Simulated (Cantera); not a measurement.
A closed system holds: 1 mol B₂H₆, a varied amount of H₂O, 2.8 mol H₂, at 1198 K and 3.53 Torr.

These are equilibrium values from Cantera (NASA tables, ideal gas, pure condensed phases), not measurements of a reactor. Candidate condensed phases: B, B₂O₃, B₃O₃H₃, H₂O; 23 gas species. The feed counts by its element totals alone. Mutual solubility and eutectic melting of coexisting phases are not modelled. Gases not in the tables: H₃BO₃. Rates play no part.

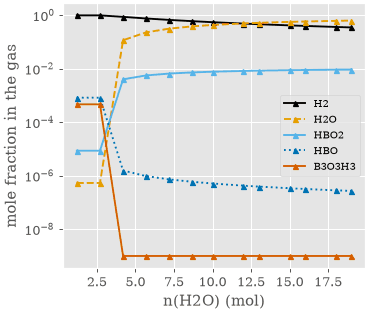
Figure. Equilibrium gas composition (values under 1e-9 drawn at 1e-9)

Q: Read off the mole fractions at 4.2 mol H₂O.

A: H₂ about 0.88, H₂O about 0.12, HBO₂ about 0.0040, HBO about 1.6e-6.
